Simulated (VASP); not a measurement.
Data:

```xyz
2
Lattice="-2.9223 2.9223 1.5883 2.9223 -2.9223 1.5883 2.9223 2.9223 -1.5883" Properties=species:S:1:pos:R:3 pbc="T T T"
Sn     2.9223     0.0000     0.7941
Sn     0.0000     5.8446     0.0000
```

Level of theory: PBE GGA with D4 dispersion, VASP's PBE PAW potentials (set 64) (plane waves; VASP). Run with 520 eV cut-off, 15×15×15 Γ-centred mesh, tetrahedra with Blöchl corrections, potentials Sn_d.

Unless said otherwise, spin-orbit coupling is left out, though it shifts the bands of the heavy elements here.

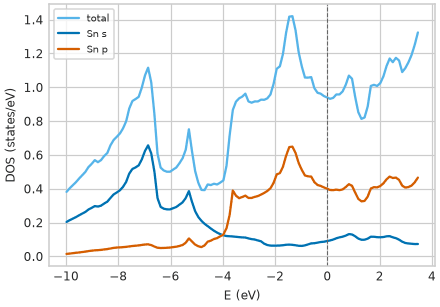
*Total and projected density of states, zero at the Fermi level*

Within 2 eV below the Fermi level the largest weight inside VASP's projection spheres is Sn p.

It has no gap at this level: it comes out as a metal or semimetal.

The compound is Sn in the beta structure. It was relaxed first.
